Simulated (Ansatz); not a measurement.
SrAs2O6: response to strain

The parent structure is SrAs$_{2}$O$_{6}$ (space group P-31m, No. 162; a = 4.886 Å, c = 5.428 Å; a cell from a computed database, its experimental status unchecked).

Strains are applied to the cell and any free atomic positions relax.

Method: PBEsol (Ansatz, a quantum-chemistry and plane-wave program; PAW; 420 eV plane waves; without spin-orbit coupling), earlier PAW set.

Notes on the quantities. energy relative to the base: free energy F.

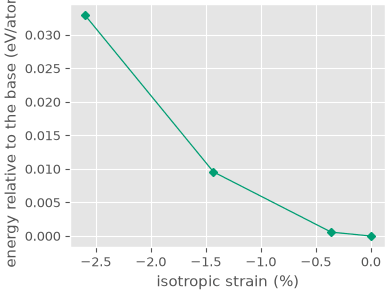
Fig. 1. Energy relative to the base against isotropic strain

```
isotropic strain (%)  energy relative to the base
--------------------  ---------------------------
-2.6                                 +33 meV/atom
-1.43                               +9.6 meV/atom
-0.36                               +0.6 meV/atom
```

Stability against distortions was not tested.
